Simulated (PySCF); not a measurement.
# MoOI₂: relaxation and vibrations of the triplet

Where does triplet MoOI₂ go from a trigonal pyramidal start, is the end point a minimum, and what are its modes, charges and moments?

Computed with PySCF 2.14.0. Level: PBE0, basis Mo def2-SVP with ECP28, O def2-SVP, I def2-SVP with ECP28, scalar-relativistic core potentials, no spin–orbit coupling, density fitting.

## 1. The system as given

4 atoms, charge 0, spin multiplicity 3.

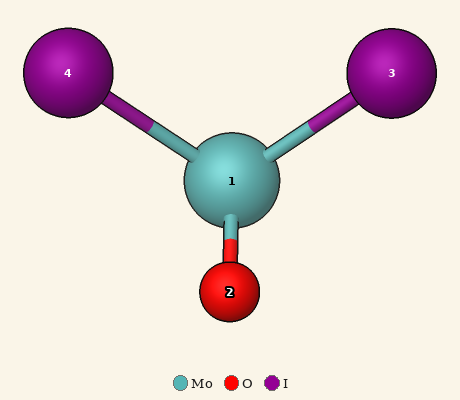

The starting geometry (molybdenum teal, oxygen red, iodine purple); atoms are numbered from 1 in the order of the file.

```xyz
4
charge 0 multiplicity 3
Mo    0.0000    0.0000    0.0000
O    -0.7858   -1.3611    0.8357
I     2.3928    0.0000    1.2723
I    -1.1964    2.0722    1.2723
```

## 2. Finding the electronic state

The steps below are one call of a driver around PySCF. For each, scf.py gives the equivalent set-up of the SCF; relaxations use the driver's own optimiser. After this first run the driver tries any further starts and a stability analysis.

Contents of scf.py:

```python
from pyscf import gto, scf, dft
mol = gto.M(atom='''
Mo     0.000000     0.000000     0.000000
O     -0.785800    -1.361100     0.835700
I      2.392800     0.000000     1.272300
I     -1.196400     2.072200     1.272300''',
    basis={'Mo': 'def2-SVP', 'O': 'def2-SVP', 'I': 'def2-SVP'},
    ecp={'Mo': 'def2-SVP', 'I': 'def2-SVP'},
    charge=0, spin=2)
mf = dft.UKS(mol, xc='PBE0')
mf.grids.atom_grid = (50, 194)
aux = {'Mo': 'def2-universal-JKFIT', 'O': 'def2-universal-JKFIT', 'I': 'def2-universal-JKFIT'}
mf = mf.density_fit(auxbasis=aux)
mf.conv_tol = 1e-08
mf.diis_space = 10
mf.max_cycle = 60
mf.init_guess = 'huckel'
mf.verbose = 4
mf.kernel()
```

Command:

```console
$ OMP_NUM_THREADS=2 python axn.py task.json out
```

What it wrote:

```text
init E= -737.005522763202
[... the frontier-level lines of each cycle are left out ...]
cycle= 1 E= -721.082375332482  delta_E= 15.9  |g|= 4.32  |ddm|= 6.21
cycle= 2 E= -677.401952098665  delta_E= 43.7  |g|= 6.27  |ddm|= 14.4
cycle= 3 E= -736.950602606944  delta_E= -59.5  |g|= 1.82  |ddm|= 12.7
cycle= 4 E= -737.710800908308  delta_E= -0.76  |g|= 1.55  |ddm|= 2.36
cycle= 5 E= -735.40481824465  delta_E= 2.31  |g|= 2.24  |ddm|= 2.72
cycle= 6 E= -738.751870222574  delta_E= -3.35  |g|= 0.102  |ddm|= 2.33
cycle= 7 E= -738.756751366802  delta_E= -0.00488  |g|= 0.0979  |ddm|= 0.274
cycle= 8 E= -738.761926676963  delta_E= -0.00518  |g|= 0.0207  |ddm|= 0.104
cycle= 9 E= -738.762721889213  delta_E= -0.000795  |g|= 0.0166  |ddm|= 0.0767
cycle= 10 E= -738.763158023041  delta_E= -0.000436  |g|= 0.00814  |ddm|= 0.0578
cycle= 11 E= -738.763365964735  delta_E= -0.000208  |g|= 0.00317  |ddm|= 0.0515
cycle= 12 E= -738.763426821976  delta_E= -6.09e-05  |g|= 0.00318  |ddm|= 0.0299
cycle= 13 E= -738.763454021958  delta_E= -2.72e-05  |g|= 0.00154  |ddm|= 0.0235
cycle= 14 E= -738.763458625563  delta_E= -4.6e-06  |g|= 0.000434  |ddm|= 0.00868
cycle= 15 E= -738.763459306243  delta_E= -6.81e-07  |g|= 0.000266  |ddm|= 0.00281
cycle= 16 E= -738.76345951061  delta_E= -2.04e-07  |g|= 0.000149  |ddm|= 0.00141
cycle= 17 E= -738.763459576261  delta_E= -6.57e-08  |g|= 7.26e-05  |ddm|= 0.000751
cycle= 18 E= -738.76345959141  delta_E= -1.51e-08  |g|= 4.6e-05  |ddm|= 0.000324
cycle= 19 E= -738.76345959917  delta_E= -7.76e-09  |g|= 1.68e-05  |ddm|= 0.000288
Extra cycle  E= -738.763459600109  delta_E= -9.4e-10  |g|= 2.38e-05  |ddm|= 7.48e-05
converged SCF energy = -738.763459600109  <S^2> = 2.0625842  2S+1 = 3.0414366
```

This step, with its further starts and checks, ran for 33 s (2 threads of Arm Neoverse V1, shared host).

The starts that the driver tried:

```tsv
start	energy (Eh)
the minimal-basis guess	-738.763460
a thermally smeared density	-738.763460
a smeared PBE density	-738.763460
```

No lower solution of this spin turned up from the other starts or in the test of internal stability.

## 3. Relaxing the triplet from the trigonal pyramidal start

The program finds Cs symmetry in the start, which this walk keeps. The walk stops when the largest gradient is under 0.0003 Eh/bohr and the energy has settled too.

Changes to scf.py since step 2:

```diff
@@ -3,4 +3,4 @@
-Mo     0.000000     0.000000     0.000000
-O     -0.785800    -1.361100     0.835700
-I      2.392800     0.000000     1.272300
-I     -1.196400     2.072200     1.272300''',
+Mo    -0.378714    -0.655960    -0.914549
+O     -1.164529    -2.017051    -0.078849
+I      2.014076    -0.655952     0.357749
+I     -1.575126     1.416245     0.357754''',
@@ -17 +16,0 @@
-mf.init_guess = 'huckel'
```

Steps of the walk:

```tsv
step	energy (Eh)	change (kJ/mol)	largest symmetric gradient (Eh/bohr)
0	-738.763460	0.00	0.10071
1	-738.795413	-83.89	0.02673
2	-738.805308	-109.87	0.02413
3	-738.811341	-125.71	0.03836
4	-738.814871	-134.98	0.01495
5	-738.816407	-139.01	0.01341
6	-738.816969	-140.49	0.00892
7	-738.817203	-141.10	0.00774
8	-738.817321	-141.41	0.00093
9	-738.817354	-141.50	0.00053
10	-738.817370	-141.54	0.00071
11	-738.817376	-141.56	0.00034
12	-738.817383	-141.58	0.00025
13	-738.817384	-141.58	0.00016
```

The walk took 88 s.

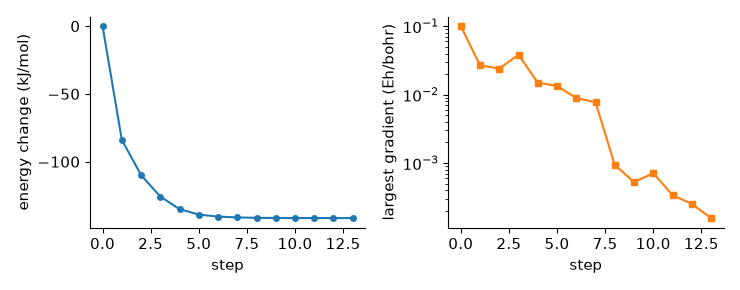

Energy and largest gradient along the walk.

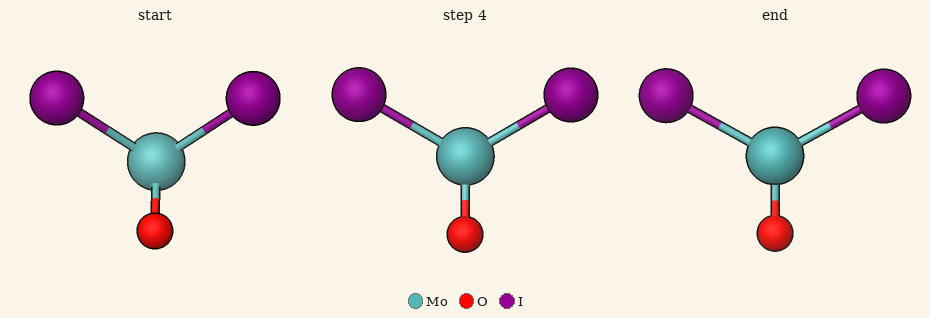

Start and end of the relaxation, with a step between.

It settles in C2v symmetry, 141.6 kJ/mol below the start, after 13 steps: Mo–I 2.624 Å (×2), Mo–O 1.641 Å; I–Mo–I 122.2°, I–Mo–O 118.9° (×2).

## 4. Is it a minimum? Harmonic modes

On the finer grid the gradient is checked again; gradients at displacements of ±0.02 bohr then give force constants and infrared intensities.

Changes to scf.py since step 3:

```diff
@@ -3,4 +3,4 @@
-Mo    -0.378714    -0.655960    -0.914549
-O     -1.164529    -2.017051    -0.078849
-I      2.014076    -0.655952     0.357749
-I     -1.575126     1.416245     0.357754''',
+Mo    -0.394212    -0.682804    -0.160093
+O     -1.198157    -2.075298    -0.486582
+I      2.217258    -0.754463     0.092433
+I     -1.762032     1.542948     0.092438''',
@@ -11 +11 @@
-mf.grids.atom_grid = (50, 194)
+mf.grids.atom_grid = (75, 302)
@@ -14 +14 @@
-mf.conv_tol = 1e-08
+mf.conv_tol = 1e-10
```

This SCF starts from the last density.

SCF at the final geometry:

```text
init E= -738.81744557715
[... the frontier-level lines of each cycle are left out ...]
cycle= 1 E= -738.817445576595  delta_E= 5.55e-10  |g|= 3.24e-05  |ddm|= 5.48e-05
cycle= 2 E= -738.817445572284  delta_E= 4.31e-09  |g|= 9.43e-05  |ddm|= 0.000135
cycle= 3 E= -738.81744557712  delta_E= -4.84e-09  |g|= 1.75e-05  |ddm|= 9.11e-05
cycle= 4 E= -738.817445577263  delta_E= -1.43e-10  |g|= 3.16e-07  |ddm|= 1.44e-05
cycle= 5 E= -738.81744557726  delta_E= 3.64e-12  |g|= 1.89e-07  |ddm|= 5.42e-07
Extra cycle  E= -738.817445577262  delta_E= -2.05e-12  |g|= 1.85e-07  |ddm|= 4.91e-07
converged SCF energy = -738.817445577262  <S^2> = 2.02651  2S+1 = 3.0176216
```

The whole step took 1.9 min.

Geometry: C2v; Mo–I 2.625 Å (×2), Mo–O 1.641 Å; I–Mo–I 122.2°, I–Mo–O 118.9° (×2).

Modes, for the most abundant isotopes:

```csv
symmetry,ω (cm⁻¹),IR (km/mol)
a1,51,0.1
b1,108,8.3
b2,153,0.0
a1,198,4.7
b2,287,68.5
a1,1081,196
```

Every mode is real; the point is a minimum.

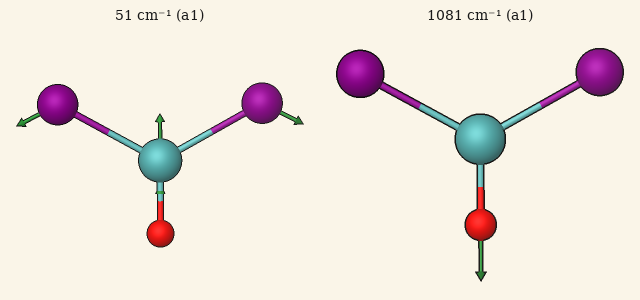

Displacements of 2 of the modes, as arrows (one member where a mode is degenerate).

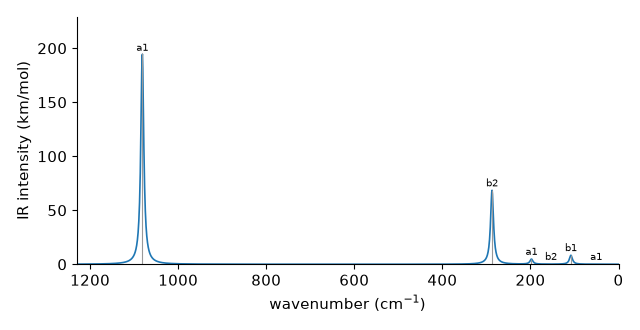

The harmonic infrared spectrum (widths in cm⁻¹). Lines are broadened to a width of 8 cm⁻¹ (Lorentzian).

Constants and moments:

```
Dipole moment                                                   : 0.34 D
Highest occupied level                                          : -7.08 eV
Lowest empty level                                              : -3.50 eV
Rotational constants                                            : 0.07886, 0.01258, 0.01085 cm⁻¹
Zero-point energy                                               : 11.2 kJ/mol
Principal polarisabilities                                      : 61.5, 85.6, 146.3 bohr³
Atomisation energy without zero-point energy                    : 1159 kJ/mol
Principal traceless quadrupole moments about the centre of mass : -3.78, 0.43, 3.34 D Å
Entropy at 298.15 K and 1 bar (electronic part: spin only)      : 377.6 J/(mol K)
Heat capacity Cp at 298.15 K                                    : 73.7 J/(mol K)
Enthalpy at 298.15 K above 0 K                                  : 18.36 kJ/mol
Rotational symmetry number                                      : 2
Spin squared ⟨S²⟩                                               : 2.027
```

Charges (e) and bond orders:

| atom | Mulliken | Löwdin | polar tensor | spin (Mulliken) | Mayer order to Mo1 |
| --- | --- | --- | --- | --- | --- |
| Mo1 | 0.51 | -0.40 | 1.61 | 2.13 | – |
| O2 | -0.28 | -0.02 | -0.72 | -0.18 | 2.26 |
| I3,4 | -0.12 | 0.21 | -0.45 | 0.02 | 1.30 |

Outer orbital energies (eV). α occupied: -10.38, -9.58, -9.20, -8.62, -8.47, -8.03, -7.90, -7.08; empty: -3.50, -2.54, -2.47, -0.07. β occupied: -12.31, -12.19, -10.00, -9.17, -8.44, -8.40, -8.26, -8.02; empty: -3.47, -3.37, -2.68, -1.87.

Mulliken populations on Mo1 (outside its core potential): s 2.48, p 6.54, d 4.42, f 0.05.

## 5. Summary of results

```
                                          quantity                                                               value
                                           minimum                                                        triplet, C2v
                                          geometry  Mo–I 2.625 Å (×2), Mo–O 1.641 Å; I–Mo–I 122.2°, I–Mo–O 118.9° (×2)
                                wavenumbers (cm⁻¹)          51 (a1), 108 (b1), 153 (b2), 198 (a1), 287 (b2), 1081 (a1)
                                     dipole moment                                                              0.34 D
highest occupied, lowest empty level (either spin)                                                     -7.08, -3.50 eV
                        polar-tensor charge of Mo1                                                             +1.61 e
                                 zero-point energy                                                         11.2 kJ/mol
                               entropy at 298.15 K                                                     377.6 J/(mol K)
         atomisation energy (no zero-point energy)                                                         1159 kJ/mol
                                              ⟨S²⟩                                                               2.027
```

From Cs at the start the molecule goes to a C2v minimum. The strongest infrared band lies at 1081 cm⁻¹ (a1, stretch). Most of the spin sits on Mo1 (Mulliken spin 2.13, against 2 for the whole molecule). Only this shape and spin were tried, so other structures or states may lie lower. One determinant may miss the lowest occupation of an open d or f shell. With an element this heavy the missing spin–orbit coupling can shift these numbers.

The search up to here took 3.9 min.
